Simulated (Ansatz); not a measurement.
The figure comes from a scan of Co (hcp, Mg type): the cell is scaled evenly about its relaxed volume V₀. Level of theory: PBE (plane waves to 420 eV, PAW, scalar-relativistic; Ansatz, a first-principles code). k mesh 21×21×12 (Γ-centred), Fermi-Dirac smearing 0.05 eV. Compression counts positive. Co was relaxed with its symmetry unable to fall. Relaxed Co ends ferromagnetic. The PAW data are Ansatz's earlier set. Other magnetic orders were not checked, so this need not be the ground state. 

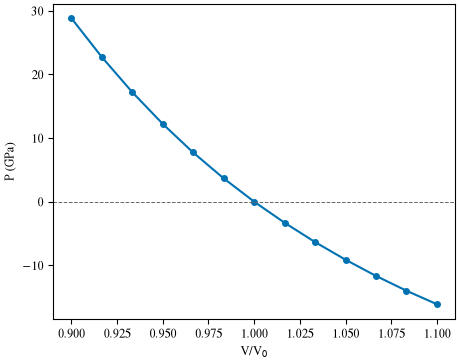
Figure. P (GPa) against V/V₀; one marker a computed point.

Question: Turn the plot into a table (rounded to what can be read).

Answer: To the nearest 1:

| V/V₀ | P (GPa) |
|---|---|
| 0.900 | 29 |
| 0.917 | 23 |
| 0.933 | 17 |
| 0.950 | 12 |
| 0.967 | 8 |
| 0.983 | 4 |
| 1.000 | 0 |
| 1.017 | -3 |
| 1.033 | -6 |
| 1.050 | -9 |
| 1.067 | -12 |
| 1.083 | -14 |
| 1.100 | -16 |

(A scan under strain: stresses follow from slopes of the energy per volume, elastic moduli from its curvatures.)
